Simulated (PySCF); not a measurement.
## Electronic structure of NH₃ (ammonia) in real space

```xyz
4

N    -0.9549   -0.4253    0.8997
H    -0.1956   -0.0620    1.5110
H    -0.8949   -0.0345   -0.0442
H    -1.7939   -0.1394    1.3964
```

Geometry: GFN2-xTB, MD frame at 250 fs, 300 K.

Theory: PBE0/def2-SVPD, SCF density, gas phase in PySCF.

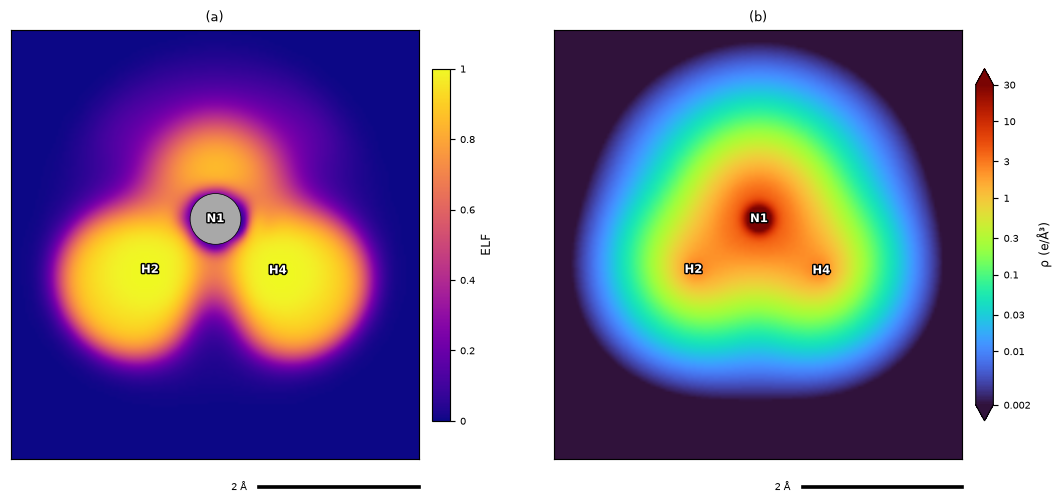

Figure 1. (a) electron localisation function; (b) total electron density on the plane of atoms H2, N1 and H4. Grey discs cover the atomic cores in the ELF map.

Interpret the plot.

Answer.
- The section cuts through N and H sites.
- N–H (1.02 Å): the density is about 2.8 e/Å³ at the midpoint; the ELF climbs to about 1 towards the hydrogen, as it does in any bond to H: a covalent bond by its length.

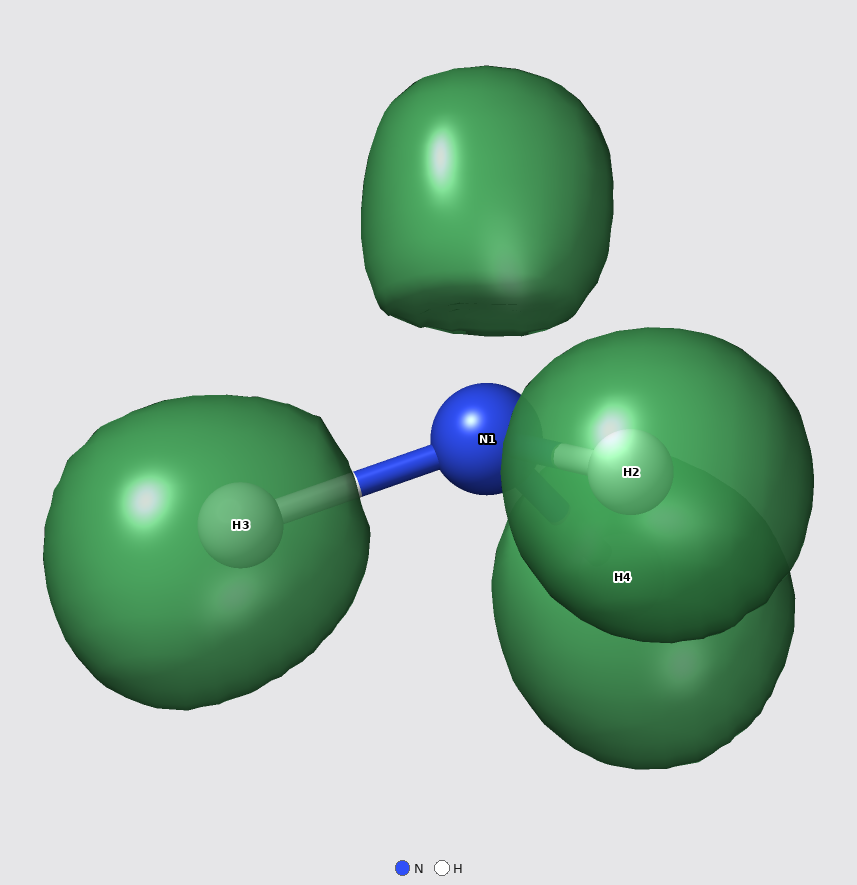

Figure 2. Isosurface of the ELF at 0.9 (green), seen from one side. Only the valence region is drawn (cores and ρ < 0.01 e/Å³ removed).

Where are the electrons localised?

Answer. The surface consists of three regions around hydrogen nuclei and one lobe on N, pointing away from the bonds (lone pairs).

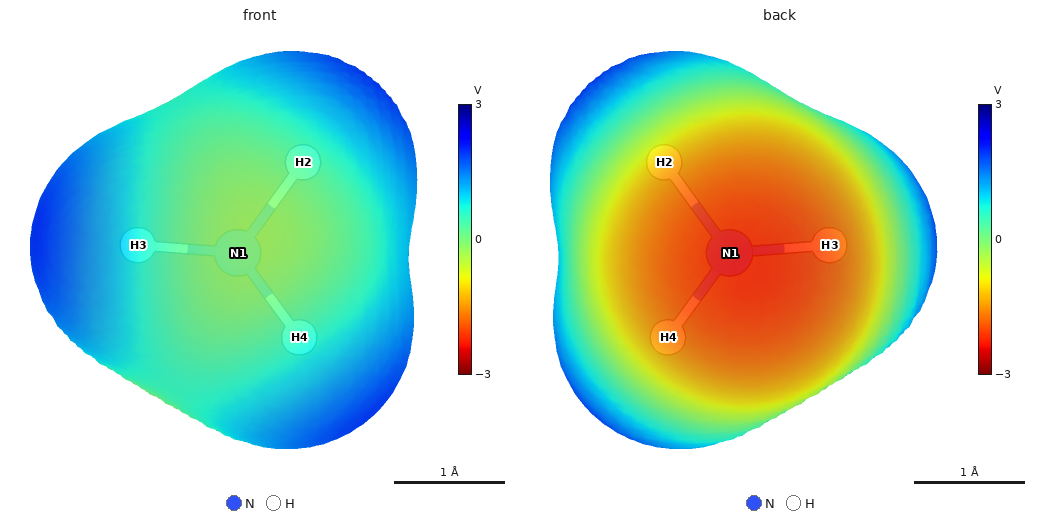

Figure 3. The molecular electrostatic potential painted on the density surface at 0.004 e/bohr³, seen from the front and from behind; the colour scale runs from red (negative) to blue (positive).

Describe the electrostatic potential map.

Answer. The most negative region (about −2.3 V) lies over N1, the most positive (about +2.0 V) over H3. N1 is the likeliest acceptor of a hydrogen bond.
